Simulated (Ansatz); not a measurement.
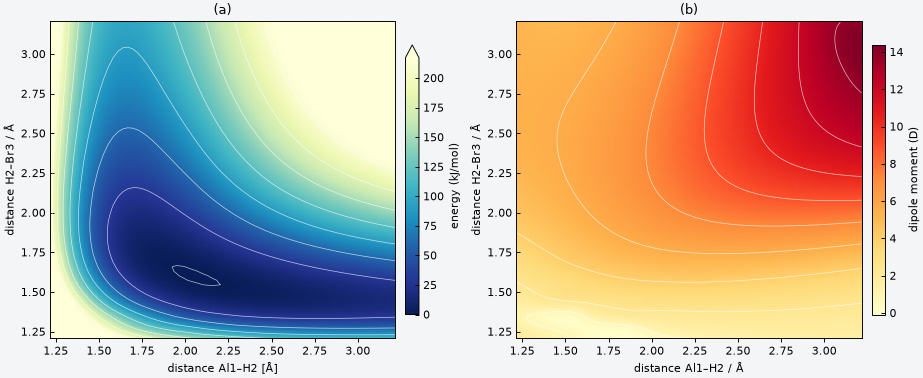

The system Al + HBr, spin multiplicity 2. First axis: distance Al1–H2. Second axis: distance H2–Br3. Nothing is relaxed (the angle Al1–H2–Br3 is fixed at 180 degrees). Grid: 17 × 17 points. Points are written as (first, second). Energies are in kJ/mol, from the lowest grid point. Method: UKS PBE0-D4/def2-SVPD in Ansatz 0.2.0.

Panel (a) is the energy and panel (b) the computed dipole moment on the same grid.

The picture shows a smooth colour map with a few white contour lines, one colour for all values above the top of the scale. Between grid points the surface is interpolated.

> How does the dipole moment vary over the map, and what is it at the lowest grid point?

Leaving out the highest fifth of the energies, it runs from 0.1 D at (1.775 Å, 1.208 Å) to 11.3 D at (2.897 Å, 2.437 Å). At the lowest grid point, (2.028 Å, 1.649 Å), it is 4.7 D.
